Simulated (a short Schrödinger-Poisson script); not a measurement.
System: MOS inversion layer, SiO2 on p-type Si(100), at 300 K.

| layer | material | thickness (nm) | Na (cm⁻³) |
|---|---|---|---|
| 1 | SiO2 | 1.5 | - |
| 2 | Si | 200 | 4.8e18 |

The device is made up for the run: typed textbook-type constants, with dimensions and the other settings drawn at random. SiO2: permittivity 3.9, conduction-band edge (eV) 3.15, gap (eV) 9, electron mass (mₑ) 0.5. Si: permittivity 11.7, conduction-band edge (eV) 0, gap (eV) 1.124, Nv at 300 K (cm⁻³) 3.1e19.

Channel valleys (confinement mass, in-plane density-of-states mass, number): Δ2 0.916, 0.19, 2; Δ4 0.19, 0.417, 4. At the gate the conduction-band edge of layer 1 lies 3.32 eV − eVg above the Fermi level of the channel; the field vanishes at the back. Gaps are held at their typed values at every temperature. Mesh 0.03 nm at interfaces.

From a short Schrödinger-Poisson script (our own, NumPy): 1D Poisson equation in equilibrium, electrons quantum, Hartree (BenDaniel-Duke, 12 states a valley, the channel's in-plane mass for all, wave functions ending at the dielectric), parabolic valleys, classical holes, full ionisation, no traps, pinning or gate leakage.

Only gate voltages with over 1e8 electrons/cm² are shown.

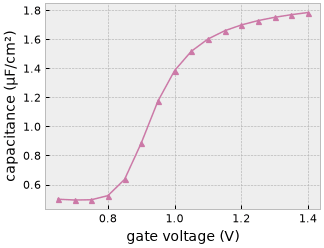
*Quasi-static capacitance against gate voltage*

```
Vg (V)  electrons (cm⁻²)  C (μF/cm²)  Δ2 E0 (meV)  Δ2 E1 (meV)  Δ4 E0 (meV)  Δ4 E1 (meV)
------  ----------------  ----------  -----------  -----------  -----------  -----------
0.65              2.04e8       0.499        257.2        393.9        383.3        599.1
0.7               8.35e8       0.493        220.6        359.4        348.7        568.3
0.75              3.44e9       0.495        184.0        324.8        314.0        537.3
0.8              1.40e10       0.523        147.6        290.5        279.4        506.3
0.85             5.35e10       0.635        112.8        257.5        246.4        476.6
0.9              1.70e11       0.885         82.4        229.0        217.8        450.9
0.95             4.06e11        1.17         59.2        207.5        196.2        431.6
1                7.48e11        1.38         42.3        192.1        181.0        417.9
1.05             1.16e12        1.52         29.6        180.9        169.9        408.1
1.1              1.62e12        1.60         19.6        172.3        161.4        400.6
1.15             2.10e12        1.66         11.2        165.3        154.6        394.6
1.2              2.61e12        1.70          4.0        159.4        148.8        389.7
1.25             3.13e12        1.73         -2.5        154.2        143.9        385.4
1.3              3.65e12        1.75         -8.3        149.7        139.5        381.7
1.35             4.19e12        1.77        -13.8        145.5        135.5        378.3
1.4              4.73e12        1.78        -18.9        141.7        131.9        375.2
```

Subbands count from the Fermi level.
